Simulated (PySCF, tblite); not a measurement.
**C3H9BF2Si2: geometry, infrared bands and NMR shifts**

Wanted: the infrared bands and NMR shifts of C3H9BF2Si2 (`C[Si]1(B(F)F)C[SiH2]C1`), by calculation.

The runs use tblite 0.8.0 and PySCF 2.14.0, with density-fitted response routines of our own; the level of theory stands in each step. All values are computed, except where a source is named. Atoms are numbered from 0 throughout.

### Step 1. Starting geometry

17 atoms, charge 0, multiplicity 1; geometry from: force field or distance geometry start.

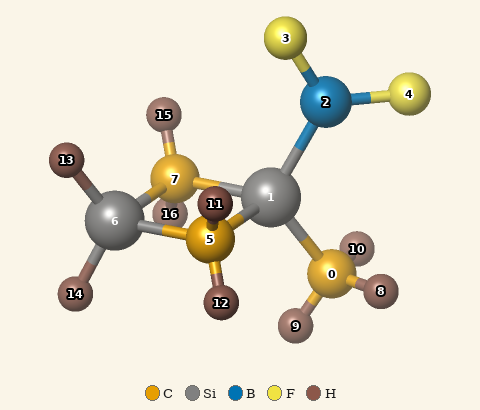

The starting geometry (carbon amber, silicon grey, boron blue, fluorine yellow, hydrogen brown), atoms numbered.

### Step 2. Optimising the geometry with GFN2-xTB

Job settings and geometry (Å):

```
{"job": {"kind": "relax", "xc": "GFN2-xTB", "basis": "xTB"}, "charge": 0, "multiplicity": 1}
C     -1.791300    -1.180800    -0.138500
Si    -0.519500     0.179300    -0.104000
B     -1.203600     1.958000    -0.379300
F     -0.318800     3.102500    -0.381200
F     -2.626900     2.155900    -0.599600
C      0.975700    -0.219900    -1.139600
Si     2.117600    -0.350300     0.337000
C      0.623700     0.050000     1.386500
H     -2.292000    -1.185900    -1.128000
H     -1.314600    -2.159300     0.040400
H     -2.557300    -0.997100     0.653200
H      1.258400     0.619900    -1.800000
H      0.870200    -1.185300    -1.659300
H      3.120600     0.723500     0.369000
H      2.587000    -1.720300     0.555400
H      0.723700     1.014400     1.925500
H      0.340100    -0.792800     2.052600
```

The run is started by

```sh
> OMP_NUM_THREADS=1 python probes_run.py task.json out
```

The driver reads the jobs from task.json and runs them one after another.

**Question.** This job is followed by: GFN2-xTB harmonic vibrations, gas phase; GIAO PBE0/pcSseg-1 NMR shielding, non-relativistic, gas phase. Predict these results of the whole session: strongest single infrared mode (GFN2-xTB); zero-point energy (GFN2-xTB); 13C shifts against TMS (PBE0/pcSseg-1, means over atoms taken as alike); 1H shifts against TMS (PBE0/pcSseg-1, means over atoms taken as alike); 29Si shifts against TMS (PBE0/pcSseg-1); 11B shifts against BF3·OEt2 (PBE0/pcSseg-1); 19F shifts against CFCl3 (PBE0/pcSseg-1, means over atoms taken as alike); surface potential, least and greatest.

**Answer**, as computed:

| quantity | value |
| --- | --- |
| strongest single infrared mode (GFN2-xTB) | 2232 cm⁻¹, 460 km/mol |
| zero-point energy (GFN2-xTB) | 72.5 kcal/mol |
| 13C shifts against TMS (PBE0/pcSseg-1, means over atoms taken as alike) | 0.4, -3.7 ppm |
| 1H shifts against TMS (PBE0/pcSseg-1, means over atoms taken as alike) | 5.03, 5.03, 0.52, 0.41, 0.33 ppm |
| 29Si shifts against TMS (PBE0/pcSseg-1) | -17.9, -30.0 ppm |
| 11B shifts against BF3·OEt2 (PBE0/pcSseg-1) | 28.7 ppm |
| 19F shifts against CFCl3 (PBE0/pcSseg-1, means over atoms taken as alike) | -34.0 ppm |
| surface potential, least and greatest | -0.73 V and 1.58 V |

In words: The optimisation took 23 steps and gained 0.968 eV; among the close pairs (by a distance rule), B2–F4 changed most, from 1.454 to 1.322 Å. No mode is imaginary among the 45: a minimum at this level. The strongest single mode, at 2232 cm⁻¹, moves mainly H14. Unscaled tight-binding wavenumbers are off by several per cent, some by more. Its intensities can rank the bands wrongly. At PBE0/pcSseg-1: The widest tensor belongs to F3, F4: span 361 ppm, with a paramagnetic part of -263 ppm. At PBE0/pcSseg-1, counted by nearest atom on the grid, the HOMO lies on C5, C7 about 18 % each; Si1 13 %, the LUMO on B2 42 %; Si1 15 %.
